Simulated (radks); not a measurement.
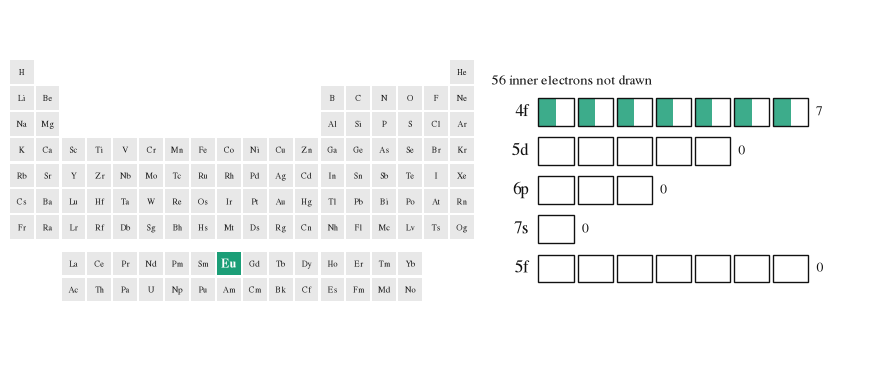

*Left, the place of europium in the periodic table; right, the outer shells as the input fills them: a box for each of the 2l + 1 orbitals, shaded by the share of the shell that is filled, with the electron count at the right.*

# Eu: atomic calculation

Eu, configuration [Xe] 4f7 6s2 5d0 6p0 7s0 5f0. Level asked for: non-relativistic Kohn-Sham, r2SCAN, spin-polarised, spherical densities, point nucleus (radks).

### Input
```
Z 63
configuration [Xe] 4f7 6s2 5d0 6p0 7s0 5f0
relativity non-relativistic
functional r2scan,r2scan
spin polarised
nucleus point
```

Energies in input and log are in hartree, lengths in bohr.

### Output
```
1s      1   1.0000       -1676.17709445
2s      1   1.0000        -266.48001524
2p      1   3.0000        -253.13052550
3s      1   1.0000         -58.63704484
3p      1   3.0000         -52.71601021
3d      1   5.0000         -41.71283819
4s      1   1.0000         -11.64117290
4p      1   3.0000          -9.32514492
4d      1   5.0000          -5.22145797
4f      1   7.0000          -0.30409271
5s      1   1.0000          -1.53641664
5p      1   3.0000          -0.91577401
6s      1   1.0000          -0.13229672
5d      1   0.0000          -0.29628306
6p      1   0.0000          -0.15811918
7s      1   0.0000          -0.08105232
5f      1   0.0000          -0.03373592
1s      2   1.0000       -1676.17678387
2s      2   1.0000        -266.47996970
2p      2   3.0000        -253.13016354
3s      2   1.0000         -58.50053312
3p      2   3.0000         -52.59031962
3d      2   5.0000         -41.62087570
4s      2   1.0000         -11.36370496
4p      2   3.0000          -9.04519548
4d      2   5.0000          -4.93843173
4f      2   0.0000          -0.59445392
5s      2   1.0000          -1.41940485
5p      2   3.0000          -0.82693533
6s      2   1.0000          -0.12121325
5d      2   0.0000          -0.29628306
6p      2   0.0000          -0.15811918
7s      2   0.0000          -0.08105232
5f      2   0.0000          -0.03373592
Etot -10426.98877073377
Ekin 10423.828858641515
Encl -24743.229292856216
Eh 4126.255159544477
Exc -233.8434960635442
err 2.9163667223672737e-05
it 170
```

### What the run reported

| quantity | value |
| --- | --- |
| outcome | not converged |
| total energy | −10426.9888 hartree |
| kinetic energy | 10423.8289 hartree |
| electron–nucleus energy | −24743.2293 hartree |
| Hartree energy | 4126.2552 hartree |
| exchange–correlation energy | −233.843496 hartree |
| SCF iterations | 170 |
| hardware | 1 CPU thread, shared host |
| wall time | 2.2 s |

### What went wrong

The run did not meet its convergence test in 170 iterations, so its last values are not results.
